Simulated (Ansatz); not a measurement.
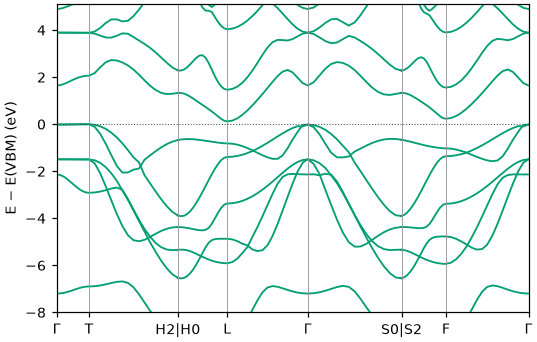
Fig. 1. Band structure from plane-wave PAW PBE (Ansatz code)

### Question
Read off the gap and where the band edges lie.

### Answer
About 0.1 eV (0.12 eV by a search for the band edges); maximum at T, minimum at L.

The material is SiS2 in space group R3m (No. 160; Si on 3a, S on 3a, S on 3a).

The cell is a constructed one: a structure type filled with these elements; neither database checked (COD, Materials Project) lists it. COD files the formula under space group No. 72, 122, so this cell is another polymorph or a model. Whether it is the stable phase at ambient conditions was not checked. The PBE relaxation kept the symmetry of its start; whether a distortion lowers the energy is not shown. A crystal of weakly bound layers computed without a dispersion correction: the cell and the soft elastic constants depend strongly on that.

Potentials: the later of the program's two PAW sets.
